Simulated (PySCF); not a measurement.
SMILES [CH3][Ge]([CH3])([CH3])[SH] at its GFN2-xTB optimised geometry (Å):

```
15

C     -0.9441     0.6776     0.0000
Ge    -0.3087    -1.2150     0.0000
C     -0.8545    -2.1674    -1.6550
C     -0.9443    -2.1662     1.6361
S      1.9357    -1.2150     0.0000
H     -2.0274     0.7025    -0.0563
H     -0.6363     1.1931     0.9057
H     -0.5417     1.2150    -0.8537
H     -0.4646    -3.1813    -1.6565
H     -1.9372    -2.2134    -1.7259
H     -0.4721    -1.6545    -2.5328
H     -2.0278    -2.2251     1.6305
H     -0.6344    -1.6437     2.5370
H     -0.5440    -3.1752     1.6704
H      2.0274    -0.5532     1.1437
```

Computed with B3LYP/def2-TZVP in PySCF.

Map of the electrostatic potential (hartree/e), clipped to [-0.08, 0.12] on the plane z = 0.6 Å:

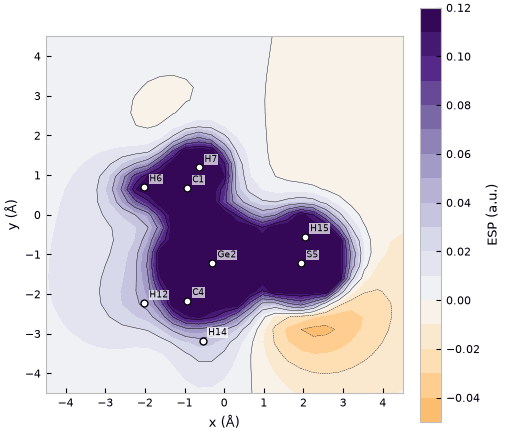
Figure: Electrostatic potential (hartree/e), clipped to [-0.08, 0.12] on the plane z = 0.6 Å.
